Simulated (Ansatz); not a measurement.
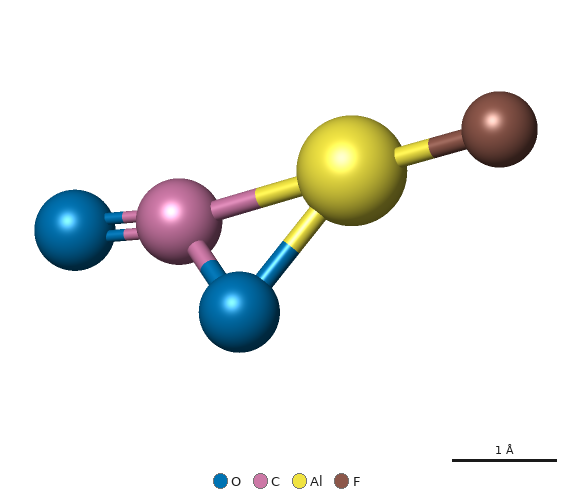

Rendered structure (ball-and-stick style). Double and triple bonds are drawn as two and three sticks.

Give the formula.

Answer. CAlFO2, 5 atoms: 1 carbon, 1 aluminium, 1 fluorine and 2 oxygen.

What is the point group of this geometry?

Answer. Cs.

How many sets of symmetry-equivalent atoms are there?

Answer. 5: 1 O, 1 C, 1 O, 1 Al, 1 F.

Write the SMILES.

Answer. O=[C]1[O][Al]1[F]

More results for the same structure follow; atom numbers are the same in all pictures, views and colours differ. The computed structure is the end point of a PBE0-D4/def2-TZVP optimisation.

**Vibrations**

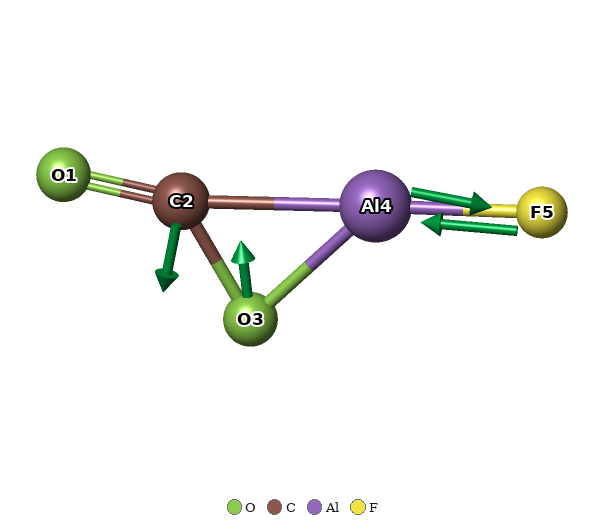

The arrows show one normal mode. Harmonic vibrations computed with RKS PBE0-D4/def2-TZVP (Ansatz 0.2.0) at a stationary point of the same level.

Estimate its harmonic wavenumber.

Answer. 911 cm⁻¹; it is mode 7 of 9 counted from the lowest.

**Levels of theory compared**

Program: Ansatz 0.2.0.

Tabulate vertical IP (eV), HOMO energy (eV) at these levels: B3LYP-D4/def2-TZVPP; PBE-D4/def2-TZVPP; PBE0-D4/def2-TZVPP; r2SCAN-D4/def2-TZVPP; ωB97M-V/def2-TZVPP; ωB97X-V/def2-TZVPP.

```
               level  vertical IP (eV)  HOMO energy (eV)
 B3LYP-D4/def2-TZVPP              9.71             −7.19
   PBE-D4/def2-TZVPP              9.51             −6.18
  PBE0-D4/def2-TZVPP              9.61             −7.34
r2SCAN-D4/def2-TZVPP              9.47             −6.34
  ωB97M-V/def2-TZVPP              9.65             −9.46
  ωB97X-V/def2-TZVPP              9.60             −9.53
```

**Dipole moment**

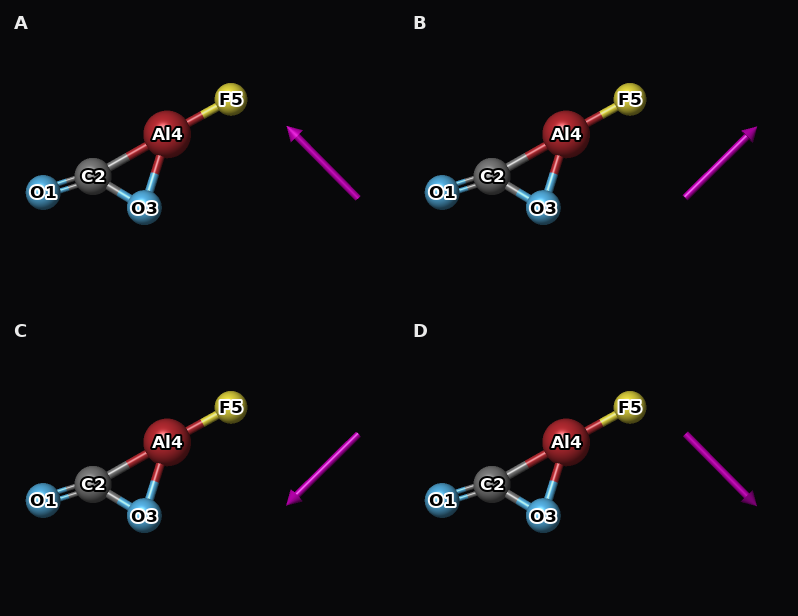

The same molecule four times, each with an arrow. Properties computed with RKS PBE-D4/def2-TZVPP (Ansatz 0.2.0).

Which arrow points along the dipole moment, from the negative to the positive end?

Answer. B. The dipole moment is 2.29 D; it points from the side of O1 to the side of F5 (the outermost atoms at the two ends).
